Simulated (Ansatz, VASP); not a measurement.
# GaSb: VASP beside Ansatz

One calculation is typed for both programs; each brings its own data sets and cutoff. How far apart do they land?

Main program and level: Ansatz 0.2.0; plane waves, with VASP 6.6.1 beside it; zone-centre phonons at r2SCAN and relaxation of cell and atoms at r2SCAN with rVV10.

## (1) The starting structure

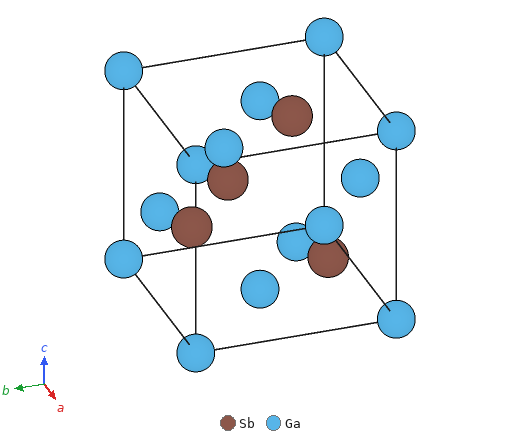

Start, viewed from a free direction; antimony brown, gallium blue. This picture shows the conventional cell, with its axes. Some periodic images of atoms are drawn too.

## (2) Ansatz: zone-centre phonons, r2SCAN

Ansatz runs on its default PAW (the set named soft_2) files.

Second derivatives magnify differences that forces hide, and they need a tight electronic threshold.

File input.yaml:

```yaml
crystal:
  lattice:
    - [0.0, 3.0666107404, 3.0666107404]
    - [3.0666107404, 0.0, 3.0666107404]
    - [3.0666107404, 3.0666107404, 0.0]
  atoms:
    - { symbol: Sb, position: [0.25, 0.25, 0.25] }
    - { symbol: Ga, position: [0.0, 0.0, 0.0] }
hamiltonian:
  xc: r2scan
  pseudopotentials: { kind: paw }
kpoints:
  mp_grid: { grid: [10, 10, 10] }
scf:
  occupations: { method: gaussian, width: 0.03 }
phonons:
  method: dfpt
  qpoints: [[0, 0, 0]]
```

Command:

```console
$ ansatz run input.yaml --threads 4 --pin off --max-ram 9216MiB --backend cpu --events-out ev --progress --plain --runs-dir out
```

Numbers of over 12 decimals in the logs are rounded to 6 here.

Output:

```text
Engine: ansatz 0.2.0, aarch64-unknown-linux-gnu
Pseudopotentials: kind: paw
Pseudopotential: Sb, paw, valence charge 15, recommended cutoff 500 eV (meta_gga), Sb.paw.azcp
Pseudopotential: Ga, paw, valence charge 13, recommended cutoff 500 eV (meta_gga), Ga.paw.azcp
Functional definition: r2SCAN
  parameter k0 = 0.174
  parameter k1 = 0.065
  parameter a1 = 4.9479
  exchange = r2scan_x(k0 = k0, k1 = k1, a1 = a1)
  correlation = r2scan_c
Crystal: 2 atoms, lattice volume = 57.677 Å³
Basis set: ecut = 500 eV, 1459 PW (Γ), exchange–correlation on 160×160×160 points (125 copies of the dense FFT grid, shifted against one another)
Bands: 18, of which v1, the nominal top of the filled ones, is band 14 counted from 1 (13 counted from 0)
Symmetry: 24 space group operations
k-points: 171 of 1000 (irreducible under 4 space group operations, time reversal used)
Non-local potential: Sb, projectors of the file, l = 0: 2, l = 1: 2, l = 2: 2, l = 3: 2
Non-local potential: Ga, projectors of the file, l = 0: 2, l = 1: 2, l = 2: 3, l = 3: 1
PAW form: soft (Blöchl's): semilocal exchange-correlation on the pseudo side does not see the compensation charge
PAW frozen core: Sb, regenerated for the run's functional (the file was generated under x = pbe(κ = 0.804, μ = 0.219515), c = pbe(β = 0.066725))
PAW frozen core: Ga, regenerated for the run's functional (the file was generated under x = pbe(κ = 0.804, μ = 0.219515), c = pbe(β = 0.066725))
PAW one-centre angular grid: Sb, 590 points (default); XC on 160 Gauss nodes
PAW one-centre angular grid: Ga, 590 points (default); XC on 160 Gauss nodes
Initial density: superposition of atomic densities (neutral atoms: chi_scale 0, normalization atom), corrected by the library's trained network
Initial wavefunctions: pseudopotential atomic-orbital guess
Functional: x = r2scan, c = r2scan; τ floored in thin density (d = 2e-4 eV/Å³)
SCF iter   1: F=—  HF=-10289.857476 eV  |F-HF|=—  |Δ(HF+E_count)|=         —  Δρ=7.61e-3  dr2=1.46e-2  dr2_τ=3.13e-3  ethr=1.77e-3  ⟨swp⟩=6.1  Hψ=16336  notcnv=0
preconditioner: auto → none  [insulator: Δε(μ)=0.335 eV  Ē_g=15.354 eV  σ=0.030 eV  W_gap=1.00  n_scr=14 (ndim 8)  ℏωp=20.7 eV  f_vac=0.096  D(μ)=0.00/eV (n_scr^D=0)  ε∞_Penn≈2.8]
SCF iter   2: F=—  HF=-10289.865155 eV  |F-HF|=—  |Δ(HF+E_count)|=   7.68e-3  Δρ=1.99e-3  dr2=1.96e-3  dr2_τ=3.80e-5  ethr=5.23e-5  ⟨swp⟩=2.8  Hψ=6852  notcnv=0
SCF iter   3: F=—  HF=-10289.864497 eV  |F-HF|=—  |Δ(HF+E_count)|=   6.58e-4  Δρ=1.60e-3  dr2=4.93e-4  dr2_τ=6.97e-6  ethr=7.01e-6  ⟨swp⟩=2.0  Hψ=5297  notcnv=0
SCF iter   4: F=—  HF=-10289.864717 eV  |F-HF|=—  |Δ(HF+E_count)|=   2.20e-4  Δρ=2.66e-4  dr2=1.46e-5  dr2_τ=5.49e-7  ethr=1.76e-6  ⟨swp⟩=2.8  Hψ=3813  notcnv=0
SCF iter   5: F=—  HF=-10289.864713 eV  |F-HF|=—  |Δ(HF+E_count)|=   3.32e-6  Δρ=2.59e-5  dr2=5.26e-7  dr2_τ=4.92e-9  ethr=5.21e-8  ⟨swp⟩=2.8  Hψ=5318  notcnv=0
SCF iter   6: F=—  HF=-10289.864715 eV  |F-HF|=—  |Δ(HF+E_count)|=   2.04e-6  Δρ=6.61e-6  dr2=1.47e-8  dr2_τ=4.01e-10  ethr=1.88e-9  ⟨swp⟩=2.4  Hψ=4163  notcnv=0
SCF iter   7: F=—  HF=-10289.864715 eV  |F-HF|=—  |Δ(HF+E_count)|=   9.03e-9  Δρ=1.85e-6  dr2=1.13e-9  dr2_τ=3.27e-11  ethr=5.25e-11  ⟨swp⟩=2.0  Hψ=5472  notcnv=0
SCF iter   8: F=—  HF=-10289.864715 eV  |F-HF|=—  |Δ(HF+E_count)|=   1.77e-9  Δρ=1.51e-7  dr2=2.17e-11  dr2_τ=1.13e-13  ethr=4.05e-12  ⟨swp⟩=2.0  Hψ=4617  notcnv=0
SCF iter   9: F=-10289.864715 eV  HF=-10289.864715 eV  |F-HF|=1.82e-12  |Δ(HF+E_count)|=  1.09e-11  Δρ=2.09e-8  dr2=1.89e-13  dr2_τ=4.41e-15  ethr=1.00e-12  ⟨swp⟩=6.3  Hψ=14253  notcnv=0
SCF 1 converged in 9 iterations: F = -10289.864715 eV  dr2 = 1.89e-13
  greatest PAW one-centre occupation: 0.993 electrons in one spin orbital (limit 2), on the Ga atom at site 1 (counted from 0), in its partial waves of l = 2
DFPT response loops at Γ: preconditioner auto → none (the input reference at scf.mixing.eps_inf says where Resta's filter doesn't serve); β = 0.50; Broyden in place of MSR1
SCF converged after 9 iterations
Free energy (F): -10289.864715 eV
Harris-Foulkes:  -10289.864715 eV  (|F-HF|=1.82e-12)
Internal energy: -10289.864715 eV  (E = F + TS)
E sigma→0 (E₀):  -10289.864715 eV
Fermi energy:    7.627742 eV
--- Per-component energies (eV) ---
  E_band       = -281.927298
  E_kinetic    = 321.355283
  E_local      = -3926.872946  (includes V_loc(G=0)·N_el)
  E_nonlocal   = 790.218074
  E_hartree    = 1809.032373
  E_xc         = -189.223360
  E_vxc        = -161.620876  (∫ρ·V_xc dr)
  E_paw        = -6606.497360  (= ΣΔE_a)
  E_vpaw       = -933.135272  (= ΣTr[D̂ρ^β])
  E_aug_tail   = -0.000037  (compensation charges beyond the density's cutoff)
  E_vtau       = 10.063722  (kinetic-family band-sum trace: ∫τ·v_τ [+ j·A + Jᵃ·Aᵃ] dr)
  E_ewald      = -2487.729708
  E_core_change = -0.147033  (= ΣΔE_core)
  E_smearing   = -0.000000  (= −TS)
  E_closure    = -0.000000  (closes the sum)
  Σ components = -10289.864715   (vs F -10289.864715, Δ=0.00e0)
--- Band table (eV; the first three rows and the last of 171) ---
  k-point 0: bands = [... 10 lower, -4.4500, 7.4220, 7.4220, 7.4220, 7.8311, 10.4174, 10.4174, 10.4174]
  k-point 1: bands = [... 10 lower, -4.3423, 5.9046, 7.2457, 7.2457, 8.6718, 10.6620, 10.6620, 10.8658]
  k-point 2: bands = [... 10 lower, -4.0290, 4.1597, 6.8800, 6.8800, 8.6431, 11.1377, 11.1377, 12.2345]
  k-point 170: bands = [... 10 lower, -1.9607, 0.6872, 3.8266, 4.6098, 10.9587, 11.6691, 12.6835, 13.1945]
--- Phonons (Γ-DFPT): 2 representative perturbations + reference, on 171 of 1000 k-points (Σ response iterations 12) ---
  k mesh reduced under 4 symmetry operations, with k and −k counted as one. Each operation leaves every solved perturbation unchanged. A smaller set is not considered because the functional reads the kinetic-energy density
  ASR residual: 2.203e-5 → 0.000e0 eV/Å²; symmetrization residual: 6.190e-5 eV/Å²
  ASR residual per site (eV/Å²): 1.46e-5 2.20e-5
  Γ frequencies (cm⁻¹): 0.00 0.00 0.00 223.11 223.11 223.11
  non-analytic LO–TO correction: not included (Born effective charges unavailable; polar crystals: no LO–TO splitting at Γ)
--- Phonons (arbitrary-q DFPT): 1 explicit q-point ---
  q = [0, 0, 0] (of the zone-centre solve; hermiticity 1.53e-5, symmetrization 2.97e-13): 0.00 0.00 0.00 223.11 223.11 223.11
  sum rule: each row above includes the acoustic sum rule's correction from the zone centre's row sums; it moved no ω² by more than (0.29 cm⁻¹)²
```

The job ended after 44 s (4 threads of Arm Neoverse V2, shared host; peak memory 1.7 GiB; 2.9 min of CPU time).

## (3) VASP: zone-centre phonons, r2SCAN

The same cell, functional, mesh and smearing now go to VASP, with its own data sets and cutoff.

Lines of VASP's logs that name or quote its potential files are left out, and so is its time.

File INCAR:

```
SYSTEM = GaSb
PREC = Accurate
ENCUT = 450
EDIFF = 1E-08
NELM = 100
ISMEAR = 0
SIGMA = 0.03
LREAL = .FALSE.
ALGO = Normal
METAGGA = R2SCAN
LASPH = .TRUE.
NBANDS = 15
LORBIT = 11
LWAVE = .FALSE.
LCHARG = .FALSE.
KPAR = 4
IBRION = 6
NFREE = 2
POTIM = 0.015
NSW = 1
ISIF = 2
```

File POSCAR:

```
GaSb
1.0
    0.0000000000      3.0666107404      3.0666107404
    3.0666107404      0.0000000000      3.0666107404
    3.0666107404      3.0666107404      0.0000000000
Sb Ga
1 1
Direct
    0.2500000000      0.2500000000      0.2500000000
    0.0000000000      0.0000000000      0.0000000000
```

File KPOINTS:

```
Automatic mesh
0
Gamma
10 10 10
0 0 0
```

The projector-augmented-wave data sets are Sb and Ga_d (PBE family, release 64).

Command:

```console
$ mpirun -np 4 vasp_std
```

Output:

```text
[banner, memory and clock lines left out]
running    4 mpi-ranks, on    1 nodes
 distrk:  each k-point on    1 cores,    4 groups
 distr:  one band on    1 cores,    1 groups

 POSCAR found type information on POSCAR SbGa
 POSCAR found :  2 types and       2 ions
|                                                                             |
|               ----> ADVICE to this user running VASP <----                  |
|                                                                             |
|     You enforced a specific xc type in the INCAR file but a different       |
|     [... a line on the potential file left out ...]
|     I HOPE YOU KNOW WHAT YOU ARE DOING!                                     |
|                                                                             |

 LDA part: xc-table for (None), standard interpolation
 POSCAR, INCAR and KPOINTS ok, starting setup
 FFT: planning ... GRIDC
 FFT: planning ... GRID_SOFT
 FFT: planning ... GRID
 WAVECAR not read
 entering main loop
       N       E                     dE             d eps       ncg     rms          rms(c)
DAV:   1     0.474110723998E+02    0.47411E+02   -0.83702E+03  1426   0.138E+03
DAV:   2    -0.332616069028E+02   -0.80673E+02   -0.78191E+02  1585   0.297E+02
DAV:   3    -0.393326722183E+02   -0.60711E+01   -0.60383E+01  1739   0.672E+01
DAV:   4    -0.394363713553E+02   -0.10370E+00   -0.10368E+00  1664   0.986E+00
DAV:   5    -0.394388874238E+02   -0.25161E-02   -0.25160E-02  1907   0.138E+00    0.289E+00
DAV:   6    -0.376036618967E+02    0.18352E+01   -0.33600E-01  1571   0.896E+00    0.200E+00
DAV:   7    -0.376040102648E+02   -0.34837E-03   -0.75221E-02  1697   0.318E+00    0.542E-01
DAV:   8    -0.376049512281E+02   -0.94096E-03   -0.61807E-03  1732   0.986E-01    0.175E-01
DAV:   9    -0.376047433090E+02    0.20792E-03   -0.56640E-03  1781   0.124E+00    0.624E-02
DAV:  10    -0.376045469137E+02    0.19640E-03   -0.51118E-04  1844   0.381E-01    0.263E-02
DAV:  11    -0.376045270649E+02    0.19849E-04   -0.11868E-04  1914   0.182E-01    0.658E-03
DAV:  12    -0.376045275617E+02   -0.49683E-06   -0.17226E-05  1718   0.642E-02    0.669E-03
DAV:  13    -0.376045240226E+02    0.35391E-05   -0.77455E-06  1851   0.520E-02    0.846E-04
DAV:  14    -0.376045242477E+02   -0.22517E-06   -0.49371E-07  2192   0.694E-03    0.440E-04
DAV:  15    -0.376045246029E+02   -0.35519E-06   -0.30294E-08  1794   0.268E-03    0.252E-04
DAV:  16    -0.376045246259E+02   -0.22979E-07   -0.14363E-08  1020   0.225E-03    0.359E-05
DAV:  17    -0.376045246175E+02    0.83919E-08   -0.66748E-10   929   0.291E-04
   1 F= -.37604525E+02 E0= -.37604525E+02  d E =-.105831E-12
[...]
2 F= -.37603595E+02 E0= -.37603595E+02  d E =-.452471E-17
[...]
3 F= -.37603596E+02 E0= -.37603596E+02  d E =-.449326E-17
[...]
4 F= -.37603535E+02 E0= -.37603535E+02  d E =-.462896E-17
 Finite differences progress:
  Degree of freedom:   2/  2
  Displacement:        1/  2
  Total:               3/  4
 bond charge predicted
       N       E                     dE             d eps       ncg     rms          rms(c)
DAV:   1    -0.375950522769E+02    0.84824E-02   -0.21177E+00  5207   0.981E+00    0.765E-02
DAV:   2    -0.376034111073E+02   -0.83588E-02   -0.39385E-02  6965   0.163E+00    0.464E-02
DAV:   3    -0.376034779653E+02   -0.66858E-04   -0.53408E-04  6481   0.188E-01    0.343E-02
DAV:   4    -0.376035268849E+02   -0.48920E-04   -0.10598E-04  6272   0.971E-02    0.636E-03
DAV:   5    -0.376035310781E+02   -0.41932E-05   -0.11504E-05  6166   0.288E-02    0.382E-03
DAV:   6    -0.376035316200E+02   -0.54185E-06   -0.14240E-06  6279   0.934E-03    0.624E-04
DAV:   7    -0.376035315944E+02    0.25515E-07   -0.13444E-07  6383   0.334E-03    0.291E-04
DAV:   8    -0.376035315925E+02    0.19345E-08   -0.25871E-08  6501   0.110E-03
   5 F= -.37603532E+02 E0= -.37603532E+02  d E =-.465724E-17
 Finite differences progress:
  Degree of freedom:   2/  2
  Displacement:        2/  2
  Total:               4/  4
```

Parts of OUTCAR (step 3):

```text
ion  position               nearest neighbor table
   1  0.250  0.250  0.250-   2 2.66   2 2.66   2 2.66   2 2.66
   2  0.000  0.000  0.000-   1 2.66   1 2.66   1 2.66   1 2.66

  LATTYP: Found a face centered cubic cell.
 ALAT       =     6.1332214808

 Subroutine GETGRP returns: Found 24 space group operations
 (whereof 24 operations were pure point group operations)

The static configuration has the point symmetry T_d .

 Found     47 irreducible k-points:

   k-points           NKPTS =     47   k-points in BZ     NKDIM =     47   number of bands    NBANDS=     15

   dimension x,y,z NGX =    30 NGY =   30 NGZ =   30
   dimension x,y,z NGXF=    60 NGYF=   60 NGZF=   60

   ENCUT  =  450.0 eV  33.07 Ry    5.75 a.u.   7.50  7.50  7.50*2*pi/ulx,y,z

   NELECT =      18.0000    total number of electrons

 k-points in reciprocal lattice and weights: Automatic mesh
   0.00000000  0.00000000  0.00000000       0.001
   0.10000000  0.00000000  0.00000000       0.008
   0.20000000  0.00000000  0.00000000       0.008
   0.30000000  0.00000000  0.00000000       0.008
   0.40000000  0.00000000  0.00000000       0.008
   0.50000000  0.00000000  0.00000000       0.004
   0.10000000  0.10000000  0.00000000       0.006
   0.20000000  0.10000000  0.00000000       0.024
   0.30000000  0.10000000  0.00000000       0.024
[...]
-0.30000000  0.40000000  0.20000000       0.024
  -0.30000000  0.50000000  0.20000000       0.012

 average (electrostatic) potential at core
       1 -92.8501       2 -70.6068

 E-fermi :   4.8396

 k-point     1 :       0.0000    0.0000    0.0000
  band No.  band energies     occupation
    ...
      5     -10.8189      2.00000
      6      -7.2705      2.00000
      7       4.5605      2.00000
      8       4.6083      2.00000
      9       4.6548      2.00000
     10       5.0010      0.00000
     11       7.5565      0.00000
     12       7.5910      0.00000
     13       7.6271      0.00000
     14      10.9516      0.00000
    ...

 k-point     2 :       0.1000    0.0000    0.0000
  band No.  band energies     occupation
    ...
      5     -10.8191      2.00000
      6      -7.1633      2.00000
      7       3.1053      2.00000
      8       4.3874      2.00000
      9       4.4486      2.00000
     10       5.8391      0.00000
     11       7.8171      0.00000
     12       7.8687      0.00000
     13       8.0358      0.00000
     14      11.5086      0.00000
    ...

 k-point     3 :       0.2000    0.0000    0.0000
  band No.  band energies     occupation
    ...
      5     -10.8193      2.00000
      6      -6.8512      2.00000
      7       1.3589      2.00000
      8       4.0262      2.00000
      9       4.0849      2.00000
     10       5.7976      0.00000
     11       8.2793      0.00000
     12       8.3413      0.00000
     13       9.4132      0.00000
     14      12.3529      0.00000
    ...

  Total        0.0015188      0.0076236      0.0076236      0.0000000     -0.1031712      0.0000000
  in kB        0.0421886      0.2117692      0.2117692      0.0000000     -2.8659125      0.0000000
  external PRESSURE =       0.1552423 kB  Pullay stress =       0.0000000 kB

  energy-cutoff  :      450.00
  volume of cell :       57.68
      direct lattice vectors                 reciprocal lattice vectors
     0.000000000  3.066610740  3.066610740    -0.163046452  0.163046452  0.163046452
     3.066610740  0.000000000  3.066610740     0.163046452 -0.163046452  0.163046452
     3.066610740  3.066610740  0.000000000     0.163046452  0.163046452 -0.163046452

 POSITION                                       TOTAL-FORCE (eV/Angst)
 -----------------------------------------------------------------------------------
      1.53331      1.53331      1.53331        -0.127191      0.000000      0.000000
     -0.01500      0.00000      0.00000         0.127191     -0.000000     -0.000000
 -----------------------------------------------------------------------------------
    total drift:                                0.007664     -0.000010     -0.000010

  FREE ENERGIE OF THE ION-ELECTRON SYSTEM (eV)
  ---------------------------------------------------
  free  energy   TOTEN  =       -37.6035315925 eV

  energy  without entropy=      -37.6035315925  energy(sigma->0) =      -37.60353159

 Eigenvectors and eigenvalues of the dynamical matrix
 ----------------------------------------------------

   1 f  =    6.796839 THz    42.705802 2PiTHz  226.718160 cm-1    28.109457 meV
             X         Y         Z           dx          dy          dz
      1.533305  1.533305  1.533305     0.564386   -0.197335   -0.010807
      0.000000  0.000000  0.000000    -0.756467    0.264495    0.014486

   2 f  =    6.796839 THz    42.705802 2PiTHz  226.718160 cm-1    28.109457 meV
             X         Y         Z           dx          dy          dz
      1.533305  1.533305  1.533305    -0.197511   -0.562065   -0.051588
      0.000000  0.000000  0.000000     0.264732    0.753357    0.069145

   3 f  =    6.796839 THz    42.705802 2PiTHz  226.718160 cm-1    28.109457 meV
             X         Y         Z           dx          dy          dz
      1.533305  1.533305  1.533305     0.006866    0.052259   -0.595660
      0.000000  0.000000  0.000000    -0.009202   -0.070044    0.798386

   4 f/i=    0.046356 THz     0.291264 2PiTHz    1.546272 cm-1     0.191713 meV
             X         Y         Z           dx          dy          dz
      1.533305  1.533305  1.533305    -0.185176    0.464800   -0.626164
      0.000000  0.000000  0.000000    -0.138156    0.346778   -0.467169

   5 f/i=    0.046356 THz     0.291264 2PiTHz    1.546272 cm-1     0.191713 meV
             X         Y         Z           dx          dy          dz
      1.533305  1.533305  1.533305     0.185176   -0.598959   -0.499368
      0.000000  0.000000  0.000000     0.138156   -0.446872   -0.372569

   6 f/i=    0.046356 THz     0.291264 2PiTHz    1.546272 cm-1     0.191713 meV
             X         Y         Z           dx          dy          dz
      1.533305  1.533305  1.533305     0.757516    0.260038   -0.030996
      0.000000  0.000000  0.000000     0.565168    0.194009   -0.023125

 ELASTIC MODULI CONTR FROM IONIC RELAXATION (kBar)
 Direction    XX          YY          ZZ          XY          YZ          ZX
 --------------------------------------------------------------------------------
 XX          -0.0000      0.0000      0.0000     -0.0000      0.0000      0.0000
 YY           0.0000     -0.0000      0.0000     -0.0000     -0.0000     -0.0000
 ZZ           0.0000      0.0000     -0.0000      0.0000     -0.0000      0.0000
 XY          -0.0000     -0.0000      0.0000   -157.6955      0.0000      0.0000
 YZ           0.0000     -0.0000     -0.0000      0.0000   -157.6955      0.0000
 ZX           0.0000     -0.0000      0.0000      0.0000      0.0000   -157.6955
 --------------------------------------------------------------------------------

 total charge
# of ion       s       p       d       tot
------------------------------------------
    1        1.105   1.353   0.028   2.487
    2        0.875   0.762   9.964  11.601
--------------------------------------------------
tot          1.980   2.115   9.993  14.088

[... 3 further parts left out ...]
```

## (4) Differences

Known differences besides the PAW data sets themselves: VASP keeps PBE cores, Ansatz makes them for the functional; the data sets hold 28 valence electrons in Ansatz (default PAW (the set named soft_2) files) and 18 in VASP; the cutoff is 500 eV in Ansatz and 450 eV in VASP; VASP uses finite displacements, Ansatz perturbation theory. Total energies have different zeros and are not compared.

Both answers:

```csv
quantity,Ansatz,VASP,difference
mode 4 to 6 (cm⁻¹),223.1,226.7,-1.59 %
```

## (5) What moves the difference

An all-electron run, which needs no data sets, serves as referee.

```csv
run,difference in mode 4 to 6 (%)
as above,-1.6
Ansatz's all-electron LAPW method,-1.6
```

[end of part 1 of 2]

[Lines on the potential files, build, host, timing and source positions are cut from VASP's logs without a mark.]

[Logs are printed without paths, hosts, clocks, repeated set-up lines and the standing remarks that a program may print on its own settings, such as how far it seeks lower states.]

[Hosts, paths, dates, database ids (printed as entryN), source tags and the programs' standing remarks are cut or masked in the printed files.]
